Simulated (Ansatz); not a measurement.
```cif
data_structure
_symmetry_space_group_name_H-M 'P 1'
_symmetry_Int_Tables_number 1
_cell_length_a 6.0894
_cell_length_b 8.1853
_cell_length_c 8.2819
_cell_angle_alpha 79.974
_cell_angle_beta 70.956
_cell_angle_gamma 70.972
_cell_volume 367.83
loop_
_atom_site_label
_atom_site_type_symbol
_atom_site_fract_x
_atom_site_fract_y
_atom_site_fract_z
_atom_site_occupancy
N1 N 0.41243 0.59988 0.92145 1
N2 N 0.90279 0.76743 0.09608 1
N3 N 0.81917 0.23550 0.87771 1
N4 N 0.40680 0.59783 0.26131 1
N5 N 0.45154 0.93462 0.92306 1
N6 N 0.33607 0.37115 0.73902 1
O1 O 0.90140 0.43901 0.07806 1
O2 O 0.89256 0.55400 0.70382 1
O3 O 0.00981 0.06585 0.14419 1
O4 O 0.53780 0.62043 0.54895 1
O5 O 0.36555 0.22823 0.07633 1
O6 O 0.98367 0.42298 0.40477 1
Zr1 Zr 0.18969 0.17521 0.88346 1
Zr2 Zr 0.24193 0.48555 0.50650 1
Zr3 Zr 0.22737 0.79982 0.11309 1
Zr4 Zr 0.70992 0.36644 0.66263 1
Zr5 Zr 0.72689 0.61494 0.29054 1
Zr6 Zr 0.71668 0.00203 0.98811 1
Zr7 Zr 0.10087 0.18562 0.29967 1
Zr8 Zr 0.08097 0.60150 0.87630 1
Zr9 Zr 0.56684 0.39817 0.07673 1
Zr10 Zr 0.58809 0.77671 0.71882 1
Sn1 Sn 0.03967 0.93657 0.61236 1
Sn2 Sn 0.51988 0.08819 0.45786 1
```

Space group P1; a generated structure, not necessarily the stable one.

Computed with DFT PBE, scalar-relativistic, plane waves, PAW in Ansatz.

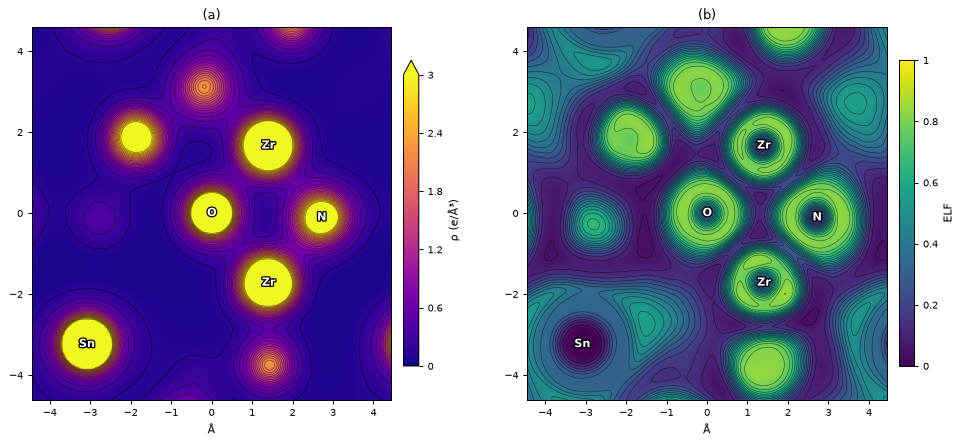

Zr₅SnN₃O₃. (a) valence charge density (pseudo); (b) ELF on the (101) plane of the conventional cell.

The density is the valence pseudo-density of a PAW calculation; it isn't the true density close to the nuclei.

**Describe what can be read from this map.**

The section cuts through N, O, Zr and Sn sites.
Atoms just off the plane (N, 0.5 Å away, O, 0.6 Å away and Zr, 0.5 Å away) can leave unmarked features too.
Zr–N (2.08 Å): ρ is about 0.77 e/Å³ halfway; the ELF peaks at about 0.80 in the valence shell of N, 0.6 Å from its nucleus, and drops to about 0.30 between the two atoms (no localised pair shows between them).
Zr–O (2.18 Å): ρ at the midpoint is about 0.56 e/Å³; the ELF peaks at about 0.80 in the valence shell of O, 0.6 Å from its nucleus, and drops to about 0.20 between the two atoms; no localised pair shows between them.
Between the atoms the lowest density in this plane is 0.05 e/Å³.
The features right at Zr lie inside the PAW spheres, where the map follows smoothed inner orbitals and isn't to be read closely.
